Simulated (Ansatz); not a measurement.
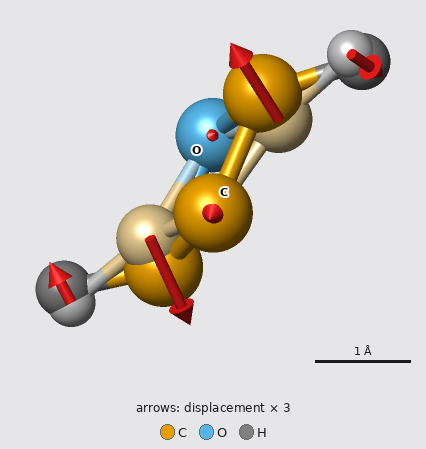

This is a relaxation of C3H2O. The starting structure is drawn faded, the final one solid; red arrows show the displacements, magnified 3 times. The two geometries are superimposed by the best rigid fit.

A ball-and-stick model, seen from a free direction.

The run prepares the start of a later molecular dynamics calculation, from a guessed geometry.

Method: Ansatz 0.2.0, RKS PBE/def2-SVP. Set-up: no spin polarisation; force threshold 0.02 eV/Å; at most 40 steps.

Question: Which element moves most?

Answer: Carbon: up to 0.37 Å, against 0.20 Å for hydrogen.

Question: What did the optimiser do to the structure, and how much energy did it gain?

Answer: After 9 accepted moves (10 points after the start) the energy has fallen by 342.5 kJ/mol. Largest force component: 18 eV/Å at the start, 0.0069 eV/Å at the end. The line search rejected the trial step at point 5 of the run. The largest moves after the best rigid fit, 0.37 Å, are those of C atoms. By element the largest moves are C 0.37 Å, H 0.20 Å, O 0.03 Å. Some distances before and after: C–C 1.963 → 2.332 Å, C–C 1.171 → 1.364 Å, C–O 1.363 → 1.527 Å, C–O 1.406 → 1.527 Å. Bond angles that change, for instance: O–C–H 137.0° → 117.4°, C–C–H 148.0° → 129.9°, C–C–H 145.7° → 129.9°.
